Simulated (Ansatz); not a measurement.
The starting structures come from a database of crystals and need not be the phases stable at ambient conditions.

 Where the default PAW files enter, the runs use the earlier of Ansatz's two default sets.

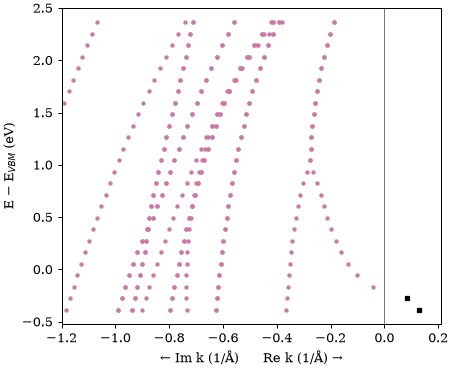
Figure. Complex bands at the centre of the two-dimensional zone; r2SCAN (Ansatz, an electronic-structure program)

The gap is the functional's own. No spin-orbit coupling. Mid-gap values are interpolated on the energy grid.

Question: This is Ca2H3Br (P-3m1, not sure to be the ambient phase, 6 atoms a cell, 14.5 Å³ an atom, 2 GPa at this level) along the normal of (100). Read off the slowest decay at the centre of the two-dimensional zone at 1.04 eV, the computed energy nearest the middle of the gap.

Answer: κ ≈ 0.28 1/Å, a decay length 1/(2κ) of the density of 1.8 Å.
